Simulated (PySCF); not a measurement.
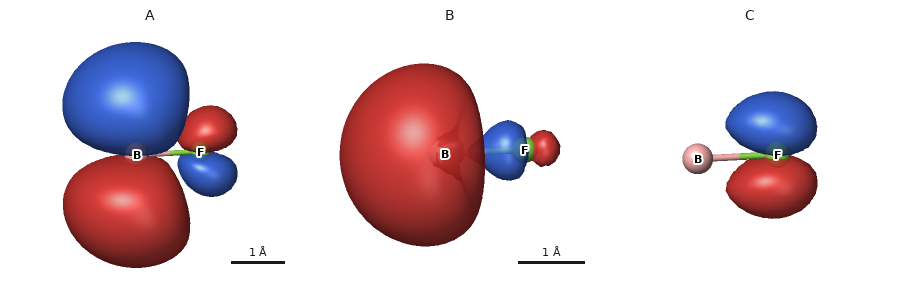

Figure. BF. Three frontier orbitals, each drawn at the value that holds 80 % of its norm (red and blue are the two phases), in no order; of a degenerate pair one member is drawn.

All numbers below come from PySCF 2.14.0, PBE0/x2c-SVPall, spin-free X2C-1e, Gaussian nucleus, at a bond length of 1.264 Å.

Name the orbitals and rank them from lowest to highest energy.

Orbital C: π, occupied, −14.91 eV; mainly on F (85 %).
Orbital B: σ, occupied, −7.88 eV; mainly on B (95 %).
Orbital A: π, empty, −0.93 eV; mainly on B (85 %).
